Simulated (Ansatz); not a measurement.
# CH₅NSi (SMILES N=C[SiH3]): one structure at several levels

A test off equilibrium: a structure displaced at random from a GFN2-xTB minimum is computed at several levels, and each is set against CCSD(T).

Computed with Ansatz 0.2.0, Gaussian basis. Level: single points in def2-TZVPP.

Correlated methods freeze the cores.

## 1. The system as given

SMILES `N=C[SiH3]`, 8 atoms, charge 0, spin multiplicity 1.

Atoms are counted from 1 here; the program's logs count them from 0.

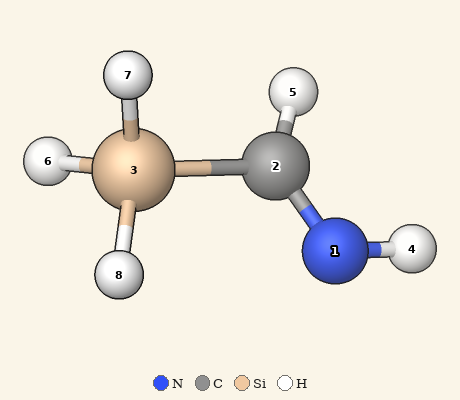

The starting geometry (nitrogen blue, carbon grey, silicon light orange, hydrogen white); atoms are numbered from 1 in the order of the file.

Geometry (Å):

```xyz
8
charge 0, multiplicity 1
N    -1.3749   -0.0693   -0.9232
C    -0.3180    0.5069   -0.5452
Si    0.7055   -0.4170    0.7653
H    -1.9618    0.5037   -1.6068
H     0.0479    1.5215   -0.8313
H     0.7747    0.4407    1.9792
H     2.0096   -0.5865    0.2150
H     0.1008   -1.7725    1.0732
```

## 2. CCSD(T)/def2-TZVPP

Input file run/in.yaml:

```yaml
crystal:
  periodic: [false, false, false]
  atoms:
    - {symbol: N, position_ang: [-1.374900, -0.069300, -0.923200]}
    - {symbol: C, position_ang: [-0.318000, 0.506900, -0.545200]}
    - {symbol: Si, position_ang: [0.705500, -0.417000, 0.765300]}
    - {symbol: H, position_ang: [-1.961800, 0.503700, -1.606800]}
    - {symbol: H, position_ang: [0.047900, 1.521500, -0.831300]}
    - {symbol: H, position_ang: [0.774700, 0.440700, 1.979200]}
    - {symbol: H, position_ang: [2.009600, -0.586500, 0.215000]}
    - {symbol: H, position_ang: [0.100800, -1.772500, 1.073200]}
basis:
  gaussian: {orbitals: def2-TZVPP}
correlation: {method: ccsd_t}
output: {forces: true}
```

The command line of these runs was not kept.

## 3. PBE0-D4/def2-TZVPP

run/in.yaml, as its differences from that of step 2:

```diff
@@ -13,3 +13,3 @@
   gaussian: {orbitals: def2-TZVPP}
-correlation: {method: ccsd_t}
-output: {forces: true}
+hamiltonian: {xc: pbe0, dispersion: d4}
+output: {forces: true, orbitals: {seedname: orbitals}}
```

## 4. wB97M-V/def2-TZVPP

run/in.yaml, as its differences from that of step 3:

```diff
@@ -13,3 +13,3 @@
   gaussian: {orbitals: def2-TZVPP}
-hamiltonian: {xc: pbe0, dispersion: d4}
-output: {forces: true, orbitals: {seedname: orbitals}}
+hamiltonian: {xc: {name: wB97M-V}}
+output: {forces: true}
```

## 5. r2SCAN-D4/def2-TZVPP

run/in.yaml, as its differences from that of step 4:

```diff
@@ -13,3 +13,3 @@
   gaussian: {orbitals: def2-TZVPP}
-hamiltonian: {xc: {name: wB97M-V}}
+hamiltonian: {xc: r2scan, dispersion: d4}
 output: {forces: true}
```

## 6. PBE-D4/def2-TZVPP

run/in.yaml, as its differences from that of step 5:

```diff
@@ -13,3 +13,3 @@
   gaussian: {orbitals: def2-TZVPP}
-hamiltonian: {xc: r2scan, dispersion: d4}
+hamiltonian: {xc: pbe, dispersion: d4}
 output: {forces: true}
```

## 7. B97M-V/def2-TZVPP

run/in.yaml, as its differences from that of step 6:

```diff
@@ -13,3 +13,3 @@
   gaussian: {orbitals: def2-TZVPP}
-hamiltonian: {xc: pbe, dispersion: d4}
+hamiltonian: {xc: {name: B97M-V}}
 output: {forces: true}
```

## 8. r2SCANh-D4/def2-TZVPP

run/in.yaml, as its differences from that of step 7:

```diff
@@ -13,3 +13,3 @@
   gaussian: {orbitals: def2-TZVPP}
-hamiltonian: {xc: {name: B97M-V}}
+hamiltonian: {xc: {name: r2SCANh}, dispersion: d4}
 output: {forces: true}
```

(Steps that only read results are left out.)

Before running it: what results should come out? Wanted: energy less free atoms, CCSD(T)/def2-TZVPP; RMS force component; RMS force error; HOMO and LUMO, PBE0-D4; T1 diagnostic.

As calculated:

```
                                  quantity                                                                                             value
energy less free atoms, CCSD(T)/def2-TZVPP                                                                                    -2611.4 kJ/mol
                       RMS force component                                                              0.699 to 0.861 eV/Å over the methods
                           RMS force error  PBE0-D4 0.328, wB97M-V 0.284, r2SCAN-D4 0.255, PBE-D4 0.227, B97M-V 0.334, r2SCANh-D4 0.303 eV/Å
                    HOMO and LUMO, PBE0-D4                                                                                -7.29 and -0.83 eV
                             T1 diagnostic                                                                                             0.013
```

In words: Against CCSD(T) the functionals' energies less atoms differ by -119.4 to -46.8 kJ/mol, PBE-D4 by -119.4 kJ/mol. CCSD(T) in triple zeta still lacks some correlation energy of the bonds, so part of these gaps is its own basis error and they don't rank the functionals. The forces of PBE-D4 come nearest to CCSD(T), those of B97M-V are farthest. Frozen-core CCSD(T) forces in triple zeta carry basis errors of their own, and this is one geometry, so small gaps rank nothing.
